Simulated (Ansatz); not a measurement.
## Quasiparticle gap of RbSb4F13 (I4/m)

How far does one-shot GW move the HSE06 gap of RbSb4F13 (I4/m)?

Calculated with Ansatz 0.2.0; HSE06, then G0W0 on it, plane waves, PAW.

### Step 1. The starting structure

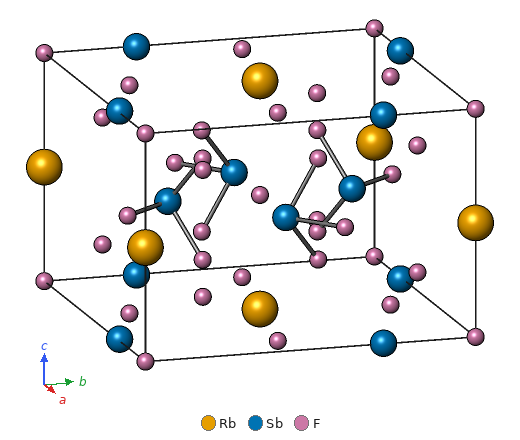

Start, viewed slightly off an axis; rubidium orange, antimony blue, fluorine pink. This picture shows the conventional cell, with its axes. Bonds to atoms that aren't drawn are left out. Some periodic images of atoms are drawn too.

Geometry: measured cell, ions relaxed with PBE. The runs that relaxed it are not among those shown. Spin-orbit coupling is left out unless a step names it.

The logs state that the PAW files were generated under PBE.

### Step 2. HSE06 levels on the mesh and at listed points

HSE06 mixes in a quarter of exact exchange at short range.

This step: DFT, HSE06, plane waves, PAW; PAW set soft_1.

input.yaml reads:

```yaml
crystal:
  lattice:
    - [-4.8175, 4.8175, 3.2815]
    - [4.8175, -4.8175, 3.2815]
    - [4.8175, 4.8175, -3.2815]
  atoms:
    - { symbol: Rb, position: [0.5, 0.5, 0.0] }
    - { symbol: Sb, position: [0.0063970689, 0.2770921314, 0.2834892002] }
    - { symbol: Sb, position: [0.2770921314, 0.9936029311, 0.2706950625] }
    - { symbol: Sb, position: [0.9936029311, 0.7229078686, 0.7165107998] }
    - { symbol: Sb, position: [0.7229078686, 0.0063970689, 0.7293049375] }
    - { symbol: F, position: [0.0, 0.0, 0.0] }
    - { symbol: F, position: [0.5614796371, 0.8766087358, 0.4380883729] }
    - { symbol: F, position: [0.8766087358, 0.4385203629, 0.3151290987] }
    - { symbol: F, position: [0.4385203629, 0.1233912642, 0.5619116271] }
    - { symbol: F, position: [0.1233912642, 0.5614796371, 0.6848709013] }
    - { symbol: F, position: [0.4300990428, 0.3344864191, 0.3207384218] }
    - { symbol: F, position: [0.3344864191, 0.0137479972, 0.9043873762] }
    - { symbol: F, position: [0.0137479972, 0.109360621, 0.6792615782] }
    - { symbol: F, position: [0.109360621, 0.4300990428, 0.0956126238] }
    - { symbol: F, position: [0.5699009572, 0.6655135809, 0.6792615782] }
    - { symbol: F, position: [0.6655135809, 0.9862520028, 0.0956126238] }
    - { symbol: F, position: [0.9862520028, 0.890639379, 0.3207384218] }
    - { symbol: F, position: [0.890639379, 0.5699009572, 0.9043873762] }
kpoints:
  mp_grid: { grid: [4, 4, 4] }
  band_path:
    path:
      - [0.0, 0.0, 0.0]
      - [-0.5, 0.5, 0.0]
      - [-0.5, 0.5, 0.5]
      - [-0.36599556, -0.36599556, 0.36599556]
      - [-0.63400444, 0.36599556, 0.63400444]
      - [-0.75, 0.25, 0.25]
      - [-0.5, 0.0, 0.5]
      - [-0.292796448, -0.292796448, 0.292796448]
    npoints: 1
hamiltonian:
  xc: hse06
  pseudopotentials: { kind: paw, azcp: { folder: soft_1 } }
scf:
  occupations: { method: fixed }
  n_extra_bands: 10
output:
  eigenvalues: true
```

Run with:

```bash
$ ansatz run input.yaml --threads 2 --pin off --max-ram 92160MiB --backend cuda --events-out ev --progress --plain --runs-dir out --devices 1 --max-vram 13GiB
```

Numbers of over 12 decimals in the logs are rounded to 6 here.

The program printed:

```text
scf.n_extra_bands = 10 over 80 filled bands (N_el = 160.0): the run solves 90 bands
GPUs: using 1 of 1 available (devices: 1).
Engine: ansatz 0.2.0, x86_64-unknown-linux-gnu
Pseudopotentials: kind: paw
Pseudopotential: Rb, paw, valence charge 9, recommended cutoff 420 eV (normal), soft_1/Rb.paw.azcp
Pseudopotential: Sb, paw, valence charge 15, recommended cutoff 420 eV (normal), soft_1/Sb.paw.azcp
Pseudopotential: F, paw, valence charge 7, recommended cutoff 420 eV (normal), soft_1/F.paw.azcp
Functional definition: HSE06
  parameter a = 0.25
  parameter omega = 0.11/bohr
  exchange = pbe_x - a*pbe_x_sr(omega) + a*exact_x_sr(omega)
  correlation = pbe_c
davidson cushion auto → on  (no smearing: the cushion is to keep the highest requested band from converging to the state above it; pin scf.eigensolver.cushion to override)
device memory: the entry about to start is reckoned to put 3.6 GiB on a device that reports 49.4 GiB free (of which the cap on the GPU budget leaves the run 13.0 GiB)
GPU FFT provider: cuFFT
GPU libraries: cuBLAS 13.8.2, cuFFT 12.4.0, cuSOLVER 12.3.4
Crystal: 18 atoms, lattice volume = 304.632 Å³
Basis set: ecut = 420 eV, 5959 PW (Γ)
Bands: 90, of which v1, the nominal top of the filled ones, is band 80 counted from 1 (79 counted from 0)
Symmetry: 8 space group operations
Space group: I4/m (ITA 87), of the structure as read, at distance tolerance 6.7e-5 Å
k-points: 14 of 64
Non-local potential: Rb, projectors of the file, l = 0: 3, l = 1: 2, l = 2: 2
Non-local potential: Sb, projectors of the file, l = 0: 2, l = 1: 2, l = 2: 2, l = 3: 1
Non-local potential: F, projectors of the file, l = 0: 2, l = 1: 2, l = 2: 1
PAW form: soft (Blöchl's): semilocal exchange-correlation on the pseudo side does not see the compensation charge
PAW frozen core: Rb, regenerated for the run's functional, and the local potential with it (the file was generated under x = pbe(κ = 0.804, μ = 0.219515), c = pbe(β = 0.066725))
PAW frozen core: Sb, regenerated for the run's functional, and the local potential with it (the file was generated under x = pbe(κ = 0.804, μ = 0.219515), c = pbe(β = 0.066725))
PAW frozen core: F, regenerated for the run's functional, and the local potential with it (the file was generated under x = pbe(κ = 0.804, μ = 0.219515), c = pbe(β = 0.066725))
PAW one-centre angular grid: Rb, 110 points (default); XC on 64 Gauss nodes
PAW one-centre angular grid: Sb, 590 points (default); XC on 64 Gauss nodes
PAW one-centre angular grid: F, 110 points (default); XC on 64 Gauss nodes
Initial density: superposition of atomic densities (chi_scale 0.1, normalization cell, long waves kept (reshape's long-wave potential 0.05 eV rms))
Initial wavefunctions: pseudopotential atomic-orbital guess
GPU buffer pool allocated for 157464 grid points (all kernels)
GPU transforms: local potential and band sums: pruned to the plane-wave sphere, on 54×54×54
Functional: x = pbe(κ = 0.804, μ = 0.219515), c = pbe(β = 0.066725), warm-up for x = pbe(κ = 0.804, μ = 0.219515) + 0.25 (exact − pbe) at short range (hse, ω = 0.207870 Å⁻¹), c = pbe(β = 0.066725); HSE06 as pw.x's `hse` composes it (authors' and Libxc's form: `xc: wpbeh`)
SCF iter   1: F=—  HF=-39728.129455 eV  |F-HF|=—  |Δ(HF+E_count)|=         —  Δρ=9.51e-2  dr2=2.41e1  ethr=1.00e-1  ⟨swp⟩=4.0  Hψ=3852  notcnv=0
preconditioner: auto → none  [insulator: Δε(μ)=4.028 eV  Ē_g=12.133 eV  n_scr=70 (ndim 8)  ℏωp=23.1 eV  f_vac=0.078]
SCF iter   2: F=—  HF=-39722.349380 eV  |F-HF|=—  |Δ(HF+E_count)|=    5.78e0  Δρ=6.00e-2  dr2=8.30e0  ethr=1.51e-2  ⟨swp⟩=4.0  Hψ=3905  notcnv=0
iter 3 solved again at ethr=2.75e-4 eV; its pass at ethr=5.19e-3 eV (dr2=4.40e-1 eV) is discarded
SCF iter   3: F=—  HF=-39720.288481 eV  |F-HF|=—  |Δ(HF+E_count)|=    2.06e0  Δρ=1.47e-2  dr2=4.36e-1  ethr=2.75e-4  ⟨swp⟩=3.1  Hψ=6164  notcnv=0
SCF iter   4: F=—  HF=-39720.314537 eV  |F-HF|=—  |Δ(HF+E_count)|=   2.61e-2  Δρ=6.46e-3  dr2=7.56e-2  ethr=2.73e-4  ⟨swp⟩=3.0  Hψ=3025  notcnv=0
SCF iter   5: F=—  HF=-39720.331902 eV  |F-HF|=—  |Δ(HF+E_count)|=   1.74e-2  Δρ=4.45e-3  dr2=4.81e-2  ethr=4.72e-5  ⟨swp⟩=4.0  Hψ=3351  notcnv=0
SCF iter   6: F=-39720.324964 eV  HF=-39720.324895 eV  |F-HF|=6.91e-5  |Δ(HF+E_count)|=   7.01e-3  Δρ=6.82e-4  dr2=8.11e-4  ethr=3.00e-5  ⟨swp⟩=3.9  Hψ=2979  notcnv=0
SCF 1 stopped early in 6 iterations: F = -39720.324964 eV  dr2 = 8.11e-4
  greatest PAW one-centre occupation: 0.997 electrons in one spin orbital (limit 2), on the Sb atom at site 3 (counted from 0), in its partial waves of l = 2
device memory: the entry about to start is reckoned to put 4.6 GiB (of the 4.8 GiB reckoned in all, the device holds 0.2 GiB already) on a device that reports 46.9 GiB free (of which the cap on the GPU budget leaves the run 12.9 GiB)
GPU FFT provider: cuFFT
GPU libraries: cuBLAS 13.8.2, cuFFT 12.4.0, cuSOLVER 12.3.4
Initial density: handed on by an earlier stage of this run
Initial wavefunctions: those handed on with the density
GPU buffer pool allocated for 157464 grid points (all kernels)
GPU transforms: local potential and band sums: pruned to the plane-wave sphere, on 54×54×54
Functional: x = pbe(κ = 0.804, μ = 0.219515) + 0.25 (exact − pbe) at short range (hse, ω = 0.207870 Å⁻¹), c = pbe(β = 0.066725); HSE06 as pw.x's `hse` composes it (authors' and Libxc's form: `xc: wpbeh`)
Exchange kernel: α = 0.2500, screened, ω = 0.2079 Å⁻¹, Wigner–Seitz truncation, v(0) = 1046.9170 eV·Å³, q-mesh 4×4×4, nearest image of the exchange supercell L = 26.25 Å, pair-density grid 36×36×36, without the augmentation charges, whose exchange is taken in its separable form by FFT convolution over the k-point mesh (sized by the pseudopotential files, 40×50×48 at the most), smooth part of the exact exchange by density-matrix convolution in up to 10.96 GiB of GPU memory as planned if the GPU has room (build and FFT work areas not counted)
Frozen-core exchange: fock
SCF iter   1: F=—  HF=-39736.206571 eV  |F-HF|=—  |Δ(HF+E_count)|=         —  Δρ=9.86e-3  dr2=3.91e-1  ethr=5.07e-6  ⟨swp⟩=6.4  Hψ=6038  notcnv=0
preconditioner: auto → none  [insulator: Δε(μ)=6.078 eV  Ē_g=15.782 eV  n_scr=70 (ndim 8)  ℏωp=23.3 eV  f_vac=0.134]
SCF iter   2: F=—  HF=-39736.095072 eV  |F-HF|=—  |Δ(HF+E_count)|=   1.11e-1  Δρ=4.07e-3  dr2=3.90e-2  ethr=5.07e-6  ⟨swp⟩=5.0  Hψ=4836  notcnv=0
SCF iter   3: F=—  HF=-39736.143782 eV  |F-HF|=—  |Δ(HF+E_count)|=   4.87e-2  Δρ=2.26e-3  dr2=1.50e-2  ethr=5.07e-6  ⟨swp⟩=4.0  Hψ=4226  notcnv=0
SCF iter   4: F=—  HF=-39736.138802 eV  |F-HF|=—  |Δ(HF+E_count)|=   4.98e-3  Δρ=5.01e-4  dr2=6.75e-4  ethr=5.07e-6  ⟨swp⟩=3.9  Hψ=3267  notcnv=0
SCF iter   5: F=—  HF=-39736.140373 eV  |F-HF|=—  |Δ(HF+E_count)|=   1.57e-3  Δρ=5.18e-4  dr2=6.02e-4  ethr=2.69e-7  ⟨swp⟩=4.0  Hψ=3894  notcnv=0
SCF iter   6: F=—  HF=-39736.140228 eV  |F-HF|=—  |Δ(HF+E_count)|=   1.45e-4  Δρ=1.63e-4  dr2=8.31e-5  ethr=2.69e-7  ⟨swp⟩=4.0  Hψ=3375  notcnv=0
SCF iter   7: F=-39736.140207 eV  HF=-39736.140210 eV  |F-HF|=2.93e-6  |Δ(HF+E_count)|=   1.79e-5  Δρ=5.13e-5  dr2=2.32e-5  ethr=4.01e-8  ⟨swp⟩=3.0  Hψ=3365  notcnv=0
SCF 2 stopped early in 7 iterations: F = -39736.140207 eV  dr2 = 2.32e-5
hybrid outer 1: dexx = +6.352e-2 eV, tail = 2.80e-4 eV
GPU FFT provider: cuFFT
GPU libraries: cuBLAS 13.8.2, cuFFT 12.4.0, cuSOLVER 12.3.4
GPU buffer pool allocated for 157464 grid points (all kernels)
GPU transforms: local potential and band sums: pruned to the plane-wave sphere, on 54×54×54
Exchange kernel: α = 0.2500, screened, ω = 0.2079 Å⁻¹, Wigner–Seitz truncation, v(0) = 1046.9170 eV·Å³, q-mesh 4×4×4, nearest image of the exchange supercell L = 26.25 Å, pair-density grid 36×36×36, without the augmentation charges, whose exchange is taken in its separable form by FFT convolution over the k-point mesh (sized by the pseudopotential files, 40×50×48 at the most), smooth part of the exact exchange by density-matrix convolution in up to 10.96 GiB of GPU memory as planned if the GPU has room (build and FFT work areas not counted)
Frozen-core exchange: fock
SCF iter   1: F=—  HF=-39736.140208 eV  |F-HF|=—  |Δ(HF+E_count)|=         —  Δρ=6.80e-5  dr2=9.32e-6  ethr=8.75e-7  ⟨swp⟩=3.0  Hψ=2820  notcnv=0
preconditioner: auto → none  [insulator: Δε(μ)=6.062 eV  Ē_g=15.611 eV  n_scr=70 (ndim 8)  ℏωp=23.3 eV  f_vac=0.146]
SCF iter   2: F=—  HF=-39736.140210 eV  |F-HF|=—  |Δ(HF+E_count)|=   2.02e-6  Δρ=4.24e-5  dr2=3.40e-6  ethr=4.26e-9  ⟨swp⟩=4.0  Hψ=4487  notcnv=0
SCF iter   3: F=—  HF=-39736.140214 eV  |F-HF|=—  |Δ(HF+E_count)|=   3.63e-6  Δρ=1.64e-5  dr2=3.87e-7  ethr=1.78e-9  ⟨swp⟩=4.3  Hψ=3164  notcnv=0
iter 4 solved again at ethr=1.48e-11 eV; its pass at ethr=2.00e-10 eV (dr2=2.36e-8 eV) is discarded
SCF iter   4: F=-39736.140214 eV  HF=-39736.140214 eV  |F-HF|=2.98e-9  |Δ(HF+E_count)|=   4.88e-8  Δρ=5.83e-6  dr2=5.59e-8  ethr=1.48e-11  ⟨swp⟩=3.0  Hψ=6383  notcnv=0
SCF 3 converged in 4 iterations: F = -39736.140214 eV  dr2 = 5.59e-8
hybrid outer 2: dexx = +5.011e-6 eV, tail = 2.27e-7 eV, Δε = 3.17e-3 eV (about 1.23e-4 eV left of the loop's levels)
device memory: the entry about to start is reckoned to put 1.7 GiB on a device that reports 43.7 GiB free (of which the cap on the GPU budget leaves the run 13.0 GiB)
NSCF: frozen V_eff on 8 k-points
hybrid SCF converged: 2 outer / 11 inner (+6 warm-up), last move |dexx| = 5.01e-6 eV, tail = 2.27e-7 eV
Stability not checked: this state was not tested for a lower state beside it, because the functional holds exact exchange (a hybrid, or Hartree-Fock), whose exchange loop this test does not read (fock_operator; see scf.lower_state_search)
Free energy (F): -39736.140214 eV
Frozen-core exchange: fock
Harris-Foulkes:  -39736.140214 eV  (|F-HF|=2.98e-9)
Internal energy: -39736.140214 eV  (E = F + TS)
E sigma→0 (E₀):  -39736.140214 eV
Fermi energy:    1.906028 eV
--- Per-component energies (eV) ---
  E_band       = -1853.968457
  E_kinetic    = 3409.171461
  E_local      = -16331.606249  (includes V_loc(G=0)·N_el)
  E_nonlocal   = 2843.303169
  E_hartree    = 6377.772851
  E_xc         = -1221.219575
  E_vxc        = -1414.316544  (∫ρ·V_xc dr)
  E_exx        = -527.224965  (= α·E_x^exact, valence–valence)
  E_paw        = -23237.867540  (= ΣΔE_a)
  E_vpaw       = -2061.627345  (= ΣTr[D̂ρ^β])
  E_aug_tail   = 0.009643  (compensation charges beyond the density's cutoff)
  E_ewald      = -11047.818601
  E_core_change = -0.660408  (= ΣΔE_core)
  E_smearing   = -0.000000  (= −TS)
  E_closure    = -0.000000  (closes the sum)
  Σ components = -39736.140214   (vs F -39736.140214, Δ=-7.28e-12)
--- Band table (eV; the first three rows and the last of 14) ---
  k-point 0: bands = [... 76 lower, 0.7106, 1.6026, 1.8266, 1.8266, 8.2879, 8.9622, 8.9622, 8.9757, ... 6 higher]
  k-point 1: bands = [... 76 lower, 0.7294, 1.6284, 1.7089, 1.8621, 8.3555, 8.6490, 8.8520, 9.1617, ... 6 higher]
  k-point 2: bands = [... 76 lower, 1.1469, 1.4593, 1.6674, 1.8870, 8.5305, 8.5948, 8.7465, 8.7834, ... 6 higher]
  k-point 13: bands = [... 76 lower, 1.4444, 1.7075, 1.7075, 1.7600, 8.2258, 8.2264, 8.2462, 9.2690, ... 6 higher]
```

Elapsed: 2.4 min, on 1 × NVIDIA H100 80GB HBM3 (shared by 6 runs) with 2 threads of AMD EPYC 7R13 (Zen 3), shared host; peak memory 2.6 GiB; 4.3 min of CPU time.

Numbers from this step:

* gap: 6.042 eV
* valence top at: P
* conduction bottom at: k = (-0.293, -0.293, 0.293)
* least direct gap: 6.157 eV
* exact-exchange fraction: 0.25

Over mesh and listed points the gap is 6.042 eV, from k = (-0.750, 0.250, 0.250) to k = (-0.293, -0.293, 0.293). The least direct gap found is 6.157 eV, at k = (-0.750, 0.250, 0.250). On the 4×4×4 mesh alone the same run gives 6.061 eV, so that mesh misses an edge of HSE06: 6.061 − 6.042 = +0.019 eV.

[end of part 1 of 2]

[Paths, hosts, dates, memory and timing lines, banners, echoed tables and standing remarks are left out of the program output.]

[Logs are printed without paths, hosts, clocks, repeated set-up lines and the standing remarks that a program may print on its own settings, such as how far it seeks lower states.]

[Runs of the session that timed out or met a known fault of the program may be left out.]

[Cells called generated may have been cut or substituted from an entry of the Crystallography Open Database or the Materials Project.]

[Hosts, paths, dates, database ids (printed as entryN), source tags and the programs' standing remarks are cut or masked in the printed files.]

[Where an RPA ε∞ is given, it is that of the G0W0 mesh and is not shown converged in it. Names of k-points follow the symmetry that the program found, which can be lower than the space group named. Band edges on a path are those of the sampled points; other points can move an edge, and change direct to indirect where valleys lie close.]

[Hybrid gaps are those of their k-mesh and are not shown converged in it.]
